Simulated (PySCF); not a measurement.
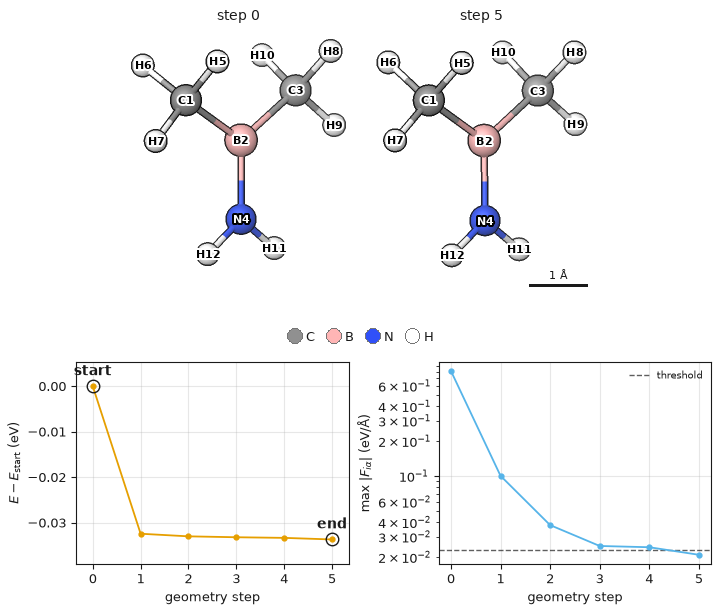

First and last geometry of a relaxation of C2H8BN, with the history of the run. The picture is a ball-and-stick view, seen from a free direction.

The start comes from GFN2-xTB.

All numbers below come from PBE0-D3(BJ)/def2-SVP geometry optimisation, gas phase in PySCF 2.14.0, density-fitted response routines. 

**What do the curves and the structures tell?**

It converged. The largest moves after the best rigid fit, 0.080 Å, are those of H6 and H10. By element the largest moves are H 0.080 Å, N 0.033 Å, C 0.015 Å, B 0.008 Å. Near-neighbour distances that change, for instance: B2–N4 1.385 → 1.400 Å, C1–H5 1.088 → 1.103 Å, B2–C3 1.589 → 1.584 Å, N4–H11 1.007 → 1.012 Å. The energy falls by 0.034 eV in 5 geometry steps. Largest force component: 0.81 eV/Å at the start, 0.021 eV/Å at the end. The run took of the order of 16 core-seconds on a shared host.
